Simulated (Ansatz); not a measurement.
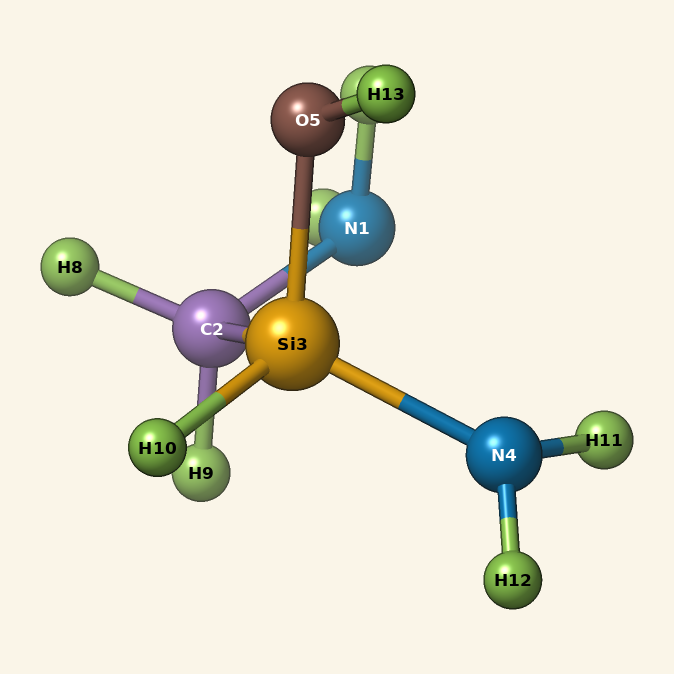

C2 lies behind Si3. The molecule seen a little off the Si3–C2 bond, Si3 in front. Depth is shown by fading: the farther an atom, the more it takes the colour of the background. The computed structure is the end point of a PBE0-D4/def2-TZVP optimisation. No frequency run is at hand to confirm it as a minimum.

Q: What is the torsion angle O5–Si3–C2–N1? The sign is positive where the front bond must turn clockwise to cover the back bond.

A: 61°, synclinal (gauche). The bonds about Si3–C2 are staggered.
